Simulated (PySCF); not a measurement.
## Electronic structure of AlF$_{2}$H$_{3}$SSi ((F)2Al-S-SiH3) in real space

Input file:

```
{"job": {"kind": "nmr", "xc": "PBE0", "basis": {"default": "pcSseg-1", "Al": "pcSseg-2"}}, "charge": 0, "multiplicity": 1}
Al    -0.049414    -0.445474    -1.790218
F     -1.378972    -1.191945    -1.145039
F      0.283056    -0.632946    -3.394816
S      1.202954     0.744684    -0.512265
Si     0.173877     0.402708     1.362932
H     -1.222522     0.918361     1.313473
H      0.963367     1.164159     2.370315
H      0.165883    -1.045219     1.711917
```

Launched as:

```sh
OMP_NUM_THREADS=1 python probes_run.py task.json out
```

Geometry: PBE0-D3(BJ)/def2-SVP.

Level of theory: PBE0/pcSseg-1 Al:pcSseg-2, SCF density, gas phase, non-relativistic in PySCF.

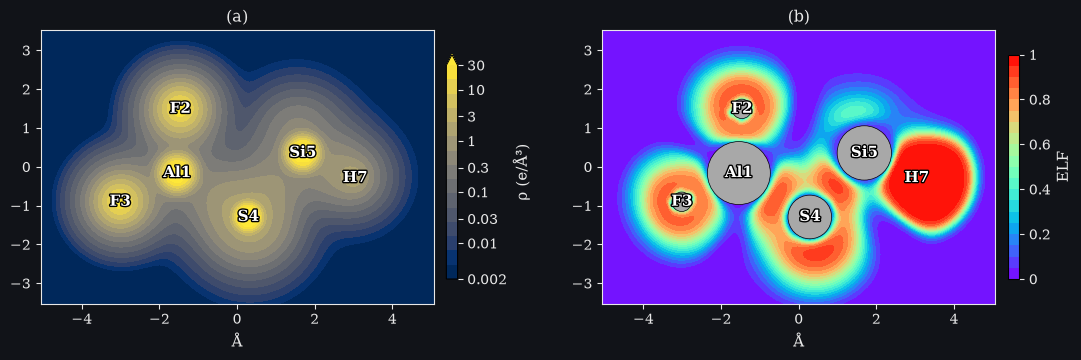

Figure 1. (a) electron density; (b) electron localisation function on the plane of atoms S4, Si5 and H7. Grey discs cover the atomic cores in the ELF map.

Q: Interpret the plot.

A: The section cuts through Al, F, S, Si and H sites.
Al–F (1.65 Å): the density is about 0.93 e/Å³ at the midpoint; the ELF peaks at about 0.85 in the valence shell of F, 0.6 Å from its nucleus, and is about 0.40 at the midpoint.
Al–S (2.15 Å): the density is about 0.74 e/Å³ at the midpoint; the ELF peaks at about 0.90 in the valence shell of S, 1.0 Å from its nucleus, and is about 0.90 at the midpoint.
Si–S (2.17 Å): the density is about 0.79 e/Å³ at the midpoint; the ELF peaks at about 0.90 between the atoms, as expected for localised, covalent bonding.
Si–H (1.49 Å): the density is about 0.8 e/Å³ at the midpoint; the ELF climbs to about 1 towards the hydrogen, as it does in any bond to H.
The ELF also peaks beside S4, F3 and F2, away from the bonds: lone-pair regions.

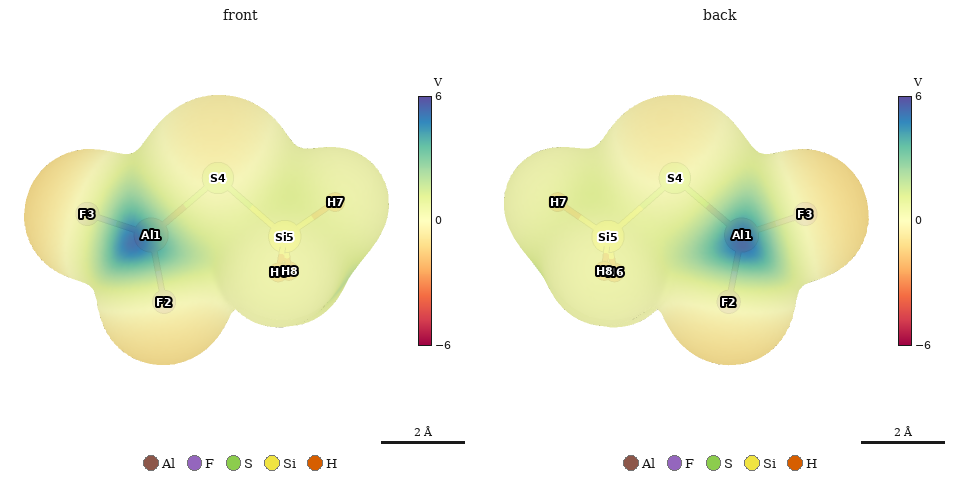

Figure 2. The molecular electrostatic potential painted on the density surface at 0.002 e/bohr³, seen from the front and from behind; red is negative and blue positive.

Q: Where is the surface potential most negative and most positive?

A: The most negative region (about −1.1 V) lies over F3, the most positive (about +4.9 V) over Al1.
